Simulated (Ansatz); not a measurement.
## C₂OS: molecular dynamics (part 1 of 2)

- system: C₂OS
- method: UKS BLYP/def2-SVP (Ansatz 0.2.0)

The geometry comes from this level: PBE0-D4/def2-TZVP. Figures and captions count atoms from 1; the log counts them from 0 in places.

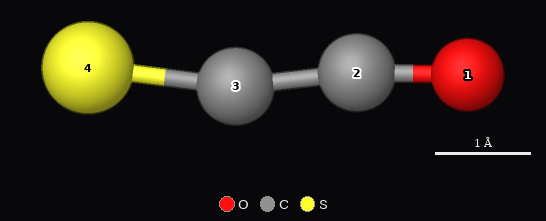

Fig. 1: The structure as given in the input (ball-and-stick view, seen on its broad side; atoms are numbered from 1 in the order of the input).

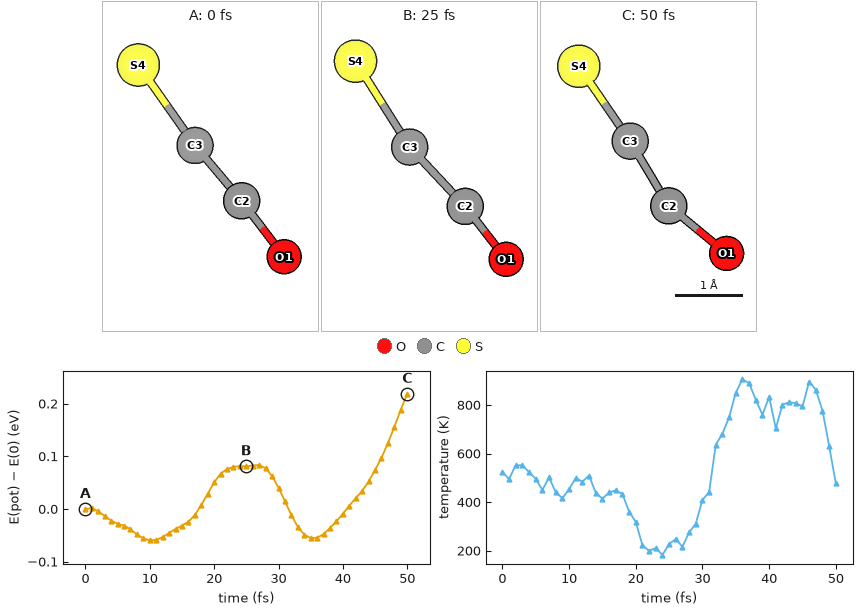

Fig. 2: Frames of the molecular dynamics (ball-and-stick, seen at an oblique angle) above the curves, on which the letters mark them. The trajectory kept here has 51 frames over 50 fs. The temperature starts at 525 K, ranges from 183 to 906 K and averages 647 K over the second half. The potential energy ends 0.219 eV above its first value. After an unweighted best fit of the last frame on the first, the root-mean-square displacement is 0.12 Å.

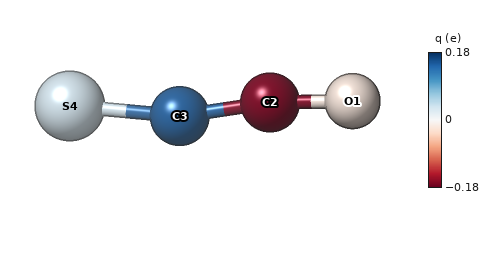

Fig. 3: Mulliken charges, as the colour of each atom (ball-and-stick view, seen at an oblique angle; atoms are numbered from 1 in the order of the input). By element: O −0.02, C −0.17 to +0.15 and S +0.03 e.

The input that produced these results follows, with the program's output.

### Input file
```yaml
crystal:
  periodic: [false, false, false]
  atoms:
    - {symbol: O, position_ang: [1.241782, -0.654892, 1.306337]}
    - {symbol: C, position_ang: [0.508696, -0.249048, 0.491161]}
    - {symbol: C, position_ang: [-0.421005, 0.108351, -0.329736]}
    - {symbol: S, position_ang: [-1.273974, 0.735290, -1.488061]}
basis:
  gaussian: {orbitals: def2-SVP}
magnetization: {spin_polarized: true, initial_magnetization: 0}
hamiltonian: {xc: {name: BLYP}}
md: {timestep: 1 fs, n_steps: 50, ensemble: nvt_langevin, temperature: 700, initial_velocities: maxwell_boltzmann, friction: 0.01, seed: 603}
```

Launched with:
```bash
ansatz run in.yaml --threads 2 --pin off --events-out ev --progress --plain --max-ram 4352MiB
```

### Output
```
Functional definition: BLYP
  name "BLYP"
  cite "Becke, Phys. Rev. A 38, 3098 (1988) doi:10.1103/PhysRevA.38.3098"
  cite "Lee, Yang & Parr, Phys. Rev. B 37, 785 (1988) doi:10.1103/PhysRevB.37.785"
  parameter beta = 0.0042
  parameter a = 0.04918
  parameter b = 0.132
  parameter c = 0.2533
  parameter d = 0.349
  exchange = b88_x(beta = beta)
  correlation = lyp_c(a = a, b = b, c = c, d = d)
664 factors; their error is unknown
mean field evaluation 1: about -14936.2253 eV, gradient 4.4e1 eV
mean field evaluation 2: about -14897.0199 eV, gradient 9.4e1 eV
mean field evaluation 4: about -14942.9514 eV, gradient 2.9e1 eV
mean field evaluation 8: about -14946.3781 eV, gradient 2.2e0 eV
mean field evaluation 16: about -14946.3732 eV, gradient 1.5e-2 eV
mean field evaluation 32: about -14946.8810 eV, gradient 7.6e-6 eV
mean field evaluation 64: about -14946.8810 eV, gradient 5.6e-4 eV
mean field evaluation 96: about -14946.8810 eV, gradient 5.2e-4 eV
mean field evaluation 128: about -14946.8798 eV, gradient 2.9e-3 eV
mean field -14946.88103734 eV, -549.2877467624 hartree, gradient 9.1e-10 eV, S^2 0.999944; 8 other end points of the search recorded, 0 dependent functions left out
the calculation of the forces begins
reference -14946.88123201 eV, -549.2877539165 hartree; 18, 18 occupied and 42, 42 virtual orbitals, 664 factors
md step     0: t =     0.00 fs  T =   525.0 K  F+E_penalty+E_count = -14946.88103734 eV  E_kin = 0.271446 eV  (339 SCF iters)
these checks for a lower state are left out or cut short: starts, cluster_reference, orbital_swaps, neighbouring_geometries, increment
664 factors; their error is unknown
mean field -14946.87920597 eV, -549.2876794607 hartree, gradient 3.4e-10 eV, S^2 1.000744; 0 other end points of the search recorded, 0 dependent functions left out
the calculation of the forces begins
reference -14946.87940034 eV, -549.2876866039 hartree; 18, 18 occupied and 42, 42 virtual orbitals, 664 factors
md step     1: t =     1.00 fs  T =   494.8 K  F+E_penalty+E_count = -14946.87920597 eV  E_kin = 0.255852 eV  (110 SCF iters)
[... from here on the SCF iterations and repeated set-up lines of each step are left out, up to the last step ...]
md step     2: t =     2.00 fs  T =   551.5 K  F+E_penalty+E_count = -14946.88536932 eV  E_kin = 0.285162 eV  (149 SCF iters)
md step     3: t =     3.00 fs  T =   551.9 K  F+E_penalty+E_count = -14946.89419415 eV  E_kin = 0.285362 eV  (121 SCF iters)
md step     4: t =     4.00 fs  T =   523.4 K  F+E_penalty+E_count = -14946.90294519 eV  E_kin = 0.270629 eV  (149 SCF iters)
md step     5: t =     5.00 fs  T =   496.6 K  F+E_penalty+E_count = -14946.90899507 eV  E_kin = 0.256750 eV  (310 SCF iters)
md step     6: t =     6.00 fs  T =   449.8 K  F+E_penalty+E_count = -14946.91247376 eV  E_kin = 0.232541 eV  (224 SCF iters)
md step     7: t =     7.00 fs  T =   501.6 K  F+E_penalty+E_count = -14946.91913558 eV  E_kin = 0.259352 eV  (218 SCF iters)
md step     8: t =     8.00 fs  T =   441.2 K  F+E_penalty+E_count = -14946.92926263 eV  E_kin = 0.228095 eV  (263 SCF iters)
md step     9: t =     9.00 fs  T =   416.1 K  F+E_penalty+E_count = -14946.93682962 eV  E_kin = 0.215151 eV  (249 SCF iters)
md step    10: t =    10.00 fs  T =   453.1 K  F+E_penalty+E_count = -14946.94030471 eV  E_kin = 0.234264 eV  (182 SCF iters)
md step    11: t =    11.00 fs  T =   499.3 K  F+E_penalty+E_count = -14946.93959002 eV  E_kin = 0.258182 eV  (130 SCF iters)
md step    12: t =    12.00 fs  T =   484.2 K  F+E_penalty+E_count = -14946.93400675 eV  E_kin = 0.250361 eV  (144 SCF iters)
md step    13: t =    13.00 fs  T =   509.7 K  F+E_penalty+E_count = -14946.92655792 eV  E_kin = 0.263528 eV  (116 SCF iters)
md step    14: t =    14.00 fs  T =   438.5 K  F+E_penalty+E_count = -14946.91868381 eV  E_kin = 0.226727 eV  (108 SCF iters)
md step    15: t =    15.00 fs  T =   414.3 K  F+E_penalty+E_count = -14946.91229242 eV  E_kin = 0.214231 eV  (102 SCF iters)
md step    16: t =    16.00 fs  T =   439.8 K  F+E_penalty+E_count = -14946.90523546 eV  E_kin = 0.227384 eV  (103 SCF iters)
md step    17: t =    17.00 fs  T =   448.6 K  F+E_penalty+E_count = -14946.89217510 eV  E_kin = 0.231925 eV  (111 SCF iters)
md step    18: t =    18.00 fs  T =   433.4 K  F+E_penalty+E_count = -14946.87352766 eV  E_kin = 0.224100 eV  (60 SCF iters)
md step    19: t =    19.00 fs  T =   361.0 K  F+E_penalty+E_count = -14946.85200241 eV  E_kin = 0.186675 eV  (109 SCF iters)
md step    20: t =    20.00 fs  T =   319.0 K  F+E_penalty+E_count = -14946.83035111 eV  E_kin = 0.164955 eV  (107 SCF iters)
md step    21: t =    21.00 fs  T =   222.8 K  F+E_penalty+E_count = -14946.81395522 eV  E_kin = 0.115204 eV  (106 SCF iters)
md step    22: t =    22.00 fs  T =   199.5 K  F+E_penalty+E_count = -14946.80495201 eV  E_kin = 0.103144 eV  (109 SCF iters)
md step    23: t =    23.00 fs  T =   211.3 K  F+E_penalty+E_count = -14946.80104843 eV  E_kin = 0.109250 eV  (111 SCF iters)
md step    24: t =    24.00 fs  T =   182.7 K  F+E_penalty+E_count = -14946.79952602 eV  E_kin = 0.094470 eV  (110 SCF iters)
md step    25: t =    25.00 fs  T =   227.4 K  F+E_penalty+E_count = -14946.79988411 eV  E_kin = 0.117590 eV  (116 SCF iters)
md step    26: t =    26.00 fs  T =   248.2 K  F+E_penalty+E_count = -14946.79854528 eV  E_kin = 0.128321 eV  (113 SCF iters)
md step    27: t =    27.00 fs  T =   216.4 K  F+E_penalty+E_count = -14946.79744863 eV  E_kin = 0.111897 eV  (121 SCF iters)
md step    28: t =    28.00 fs  T =   275.5 K  F+E_penalty+E_count = -14946.80353863 eV  E_kin = 0.142428 eV  (157 SCF iters)
md step    29: t =    29.00 fs  T =   311.5 K  F+E_penalty+E_count = -14946.81841579 eV  E_kin = 0.161059 eV  (121 SCF iters)
md step    30: t =    30.00 fs  T =   409.2 K  F+E_penalty+E_count = -14946.84041843 eV  E_kin = 0.211553 eV  (121 SCF iters)
md step    31: t =    31.00 fs  T =   441.3 K  F+E_penalty+E_count = -14946.86602111 eV  E_kin = 0.228181 eV  (119 SCF iters)
md step    32: t =    32.00 fs  T =   636.2 K  F+E_penalty+E_count = -14946.89255911 eV  E_kin = 0.328928 eV  (115 SCF iters)
md step    33: t =    33.00 fs  T =   682.0 K  F+E_penalty+E_count = -14946.91480511 eV  E_kin = 0.352647 eV  (118 SCF iters)
md step    34: t =    34.00 fs  T =   749.4 K  F+E_penalty+E_count = -14946.92949347 eV  E_kin = 0.387495 eV  (120 SCF iters)
md step    35: t =    35.00 fs  T =   851.2 K  F+E_penalty+E_count = -14946.93605641 eV  E_kin = 0.440086 eV  (125 SCF iters)
md step    36: t =    36.00 fs  T =   905.9 K  F+E_penalty+E_count = -14946.93528643 eV  E_kin = 0.468361 eV  (168 SCF iters)
md step    37: t =    37.00 fs  T =   889.7 K  F+E_penalty+E_count = -14946.92877526 eV  E_kin = 0.460028 eV  (174 SCF iters)
md step    38: t =    38.00 fs  T =   821.3 K  F+E_penalty+E_count = -14946.91708780 eV  E_kin = 0.424640 eV  (141 SCF iters)
md step    39: t =    39.00 fs  T =   759.6 K  F+E_penalty+E_count = -14946.90414536 eV  E_kin = 0.392721 eV  (132 SCF iters)
md step    40: t =    40.00 fs  T =   833.4 K  F+E_penalty+E_count = -14946.88993101 eV  E_kin = 0.430899 eV  (134 SCF iters)
md step    41: t =    41.00 fs  T =   704.0 K  F+E_penalty+E_count = -14946.87472125 eV  E_kin = 0.363982 eV  (186 SCF iters)
md step    42: t =    42.00 fs  T =   801.3 K  F+E_penalty+E_count = -14946.86025135 eV  E_kin = 0.414327 eV  (182 SCF iters)
md step    43: t =    43.00 fs  T =   811.2 K  F+E_penalty+E_count = -14946.84666066 eV  E_kin = 0.419423 eV  (188 SCF iters)
md step    44: t =    44.00 fs  T =   807.5 K  F+E_penalty+E_count = -14946.82861566 eV  E_kin = 0.417514 eV  (134 SCF iters)
md step    45: t =    45.00 fs  T =   793.8 K  F+E_penalty+E_count = -14946.80686593 eV  E_kin = 0.410432 eV  (114 SCF iters)
md step    46: t =    46.00 fs  T =   896.2 K  F+E_penalty+E_count = -14946.78387508 eV  E_kin = 0.463387 eV  (354 SCF iters)
md step    47: t =    47.00 fs  T =   862.4 K  F+E_penalty+E_count = -14946.75568865 eV  E_kin = 0.445877 eV  (105 SCF iters)
md step    48: t =    48.00 fs  T =   776.9 K  F+E_penalty+E_count = -14946.72500543 eV  E_kin = 0.401699 eV  (106 SCF iters)
md step    49: t =    49.00 fs  T =   630.6 K  F+E_penalty+E_count = -14946.69226979 eV  E_kin = 0.326061 eV  (110 SCF iters)
these checks for a lower state are left out or cut short: starts, cluster_reference, orbital_swaps, neighbouring_geometries, increment
664 factors; their error is unknown
mean field evaluation 1440: about -14946.6625 eV, gradient 4.1e-5 eV
mean field -14946.66248014 eV, -549.2797149335 hartree, gradient 8.2e-10 eV, S^2 1.001050; 0 other end points of the search recorded, 0 dependent functions left out
the calculation of the forces begins
reference -14946.66267604 eV, -549.2797221325 hartree; 18, 18 occupied and 42, 42 virtual orbitals, 664 factors
664 factors; their error is unknown
mean field evaluation 1472: about -14946.1441 eV, gradient 3.2e-3 eV
mean field evaluation 1504: about -14889.6674 eV, gradient 1.0e2 eV
mean field evaluation 1536: about -14946.6623 eV, gradient 2.8e-3 eV
mean field -14946.66248014 eV, -549.2797149335 hartree, gradient 8.3e-10 eV, S^2 1.001050; 9 other end points of the search recorded, 0 dependent functions left out
the calculation of the forces begins
reference -14946.66267604 eV, -549.2797221325 hartree; 18, 18 occupied and 42, 42 virtual orbitals, 664 factors
md step    50: t =    50.00 fs  T =   477.2 K  F+E_penalty+E_count = -14946.66248014 eV  E_kin = 0.246734 eV  (298 SCF iters)
Total energy: -14946.66267604 eV, -549.2797221325 hartree
Atom 0 at     0.874429    -0.674698     1.485934 Å, force     1.763298    -0.952550     2.114724 eV/Å
Atom 1 at     0.516582    -0.247227     0.454907 Å, force     0.062358    -0.482897     1.121049 eV/Å
Atom 2 at    -0.262679     0.139042    -0.451604 Å, force    -1.211886     1.029666    -2.316201 eV/Å
Atom 3 at    -1.206357     0.763755    -1.548194 Å, force    -0.613770     0.405782    -0.919572 eV/Å
Dipole moment:    -0.063714     0.091447    -0.189007 e Å
```

### Trajectory as extended XYZ (Å, eV, eV/Å), 43 of the 51 frames kept, from step=0 to step=50
```
4
Properties=species:S:1:pos:R:3:forces:R:3 step=0 time_fs=0.0 energy=-14946.88104 temperature=525.0
O     1.2418   -0.6549    1.3063    1.6494  -0.7311   1.5879
C     0.5087   -0.2490    0.4912   -1.1312   0.2281  -0.7189
C    -0.4210    0.1084   -0.3297    0.5026  -0.0726   0.2805
S    -1.2740    0.7353   -1.4881   -1.0208   0.5756  -1.1495
4
Properties=species:S:1:pos:R:3:forces:R:3 step=1 time_fs=1.0 energy=-14946.87921 temperature=494.8
O     1.2373   -0.6569    1.3057    1.7589  -0.8130   1.7392
C     0.4978   -0.2515    0.4986   -1.0565   0.2534  -0.7310
C    -0.4151    0.1182   -0.3290    0.3576  -0.0392   0.1910
S    -1.2701    0.7328   -1.4905   -1.0599   0.5989  -1.1992
4
Properties=species:S:1:pos:R:3:forces:R:3 step=2 time_fs=2.0 energy=-14946.88537 temperature=551.5
O     1.2346   -0.6606    1.3065    1.6670  -0.7872   1.6767
C     0.4862   -0.2538    0.5065   -0.7462   0.1517  -0.4971
C    -0.4081    0.1278   -0.3283    0.1226   0.0531  -0.0066
S    -1.2675    0.7303   -1.4935   -1.0433   0.5824  -1.1730
4
Properties=species:S:1:pos:R:3:forces:R:3 step=4 time_fs=4.0 energy=-14946.90294 temperature=523.4
O     1.2328   -0.6681    1.3104    1.0698  -0.5254   1.1555
C     0.4604   -0.2579    0.5218    0.3070  -0.2832   0.3977
C    -0.3937    0.1454   -0.3291   -0.4345   0.2987  -0.5190
S    -1.2647    0.7253   -1.5015   -0.9422   0.5099  -1.0342
4
Properties=species:S:1:pos:R:3:forces:R:3 step=5 time_fs=5.0 energy=-14946.90899 temperature=496.6
O     1.2326   -0.6720    1.3147    0.6282  -0.3228   0.7689
C     0.4483   -0.2593    0.5288    0.9163  -0.5529   0.9261
C    -0.3864    0.1530   -0.3313   -0.6583   0.4002  -0.7315
S    -1.2640    0.7232   -1.5059   -0.8863   0.4755  -0.9634
4
Properties=species:S:1:pos:R:3:forces:R:3 step=6 time_fs=6.0 energy=-14946.91247 temperature=449.8
O     1.2312   -0.6758    1.3193    0.2947  -0.1758   0.4951
C     0.4379   -0.2606    0.5357    1.3262  -0.7261   1.2557
C    -0.3796    0.1606   -0.3338   -0.8007   0.4629  -0.8664
S    -1.2636    0.7211   -1.5107   -0.8203   0.4390  -0.8844
4
Properties=species:S:1:pos:R:3:forces:R:3 step=7 time_fs=7.0 energy=-14946.91914 temperature=501.6
O     1.2290   -0.6795    1.3242    0.1030  -0.1009   0.3644
C     0.4293   -0.2621    0.5444    1.4099  -0.7305   1.2440
C    -0.3738    0.1685   -0.3370   -0.7252   0.4052  -0.7554
S    -1.2636    0.7184   -1.5153   -0.7877   0.4262  -0.8529
4
Properties=species:S:1:pos:R:3:forces:R:3 step=8 time_fs=8.0 energy=-14946.92926 temperature=441.2
O     1.2270   -0.6834    1.3290    0.0476  -0.0959   0.3665
C     0.4222   -0.2642    0.5549    1.1788  -0.5614   0.8907
C    -0.3691    0.1773   -0.3405   -0.4388   0.2234  -0.3929
S    -1.2641    0.7159   -1.5191   -0.7877   0.4339  -0.8643
4
Properties=species:S:1:pos:R:3:forces:R:3 step=10 time_fs=10.0 energy=-14946.94031 temperature=453.1
O     1.2244   -0.6924    1.3360    0.0903  -0.1535   0.4969
C     0.4121   -0.2692    0.5753    0.4855  -0.0864  -0.0681
C    -0.3609    0.1952   -0.3468    0.1879  -0.1911   0.4195
S    -1.2650    0.7113   -1.5280   -0.7637   0.4310  -0.8482
4
Properties=species:S:1:pos:R:3:forces:R:3 step=11 time_fs=11.0 energy=-14946.93959 temperature=499.3
O     1.2222   -0.6981    1.3388    0.1604  -0.2031   0.5968
C     0.4081   -0.2723    0.5844    0.1017   0.1783  -0.5870
C    -0.3560    0.2045   -0.3509    0.4518  -0.3819   0.7788
S    -1.2656    0.7101   -1.5339   -0.7139   0.4067  -0.7886
```
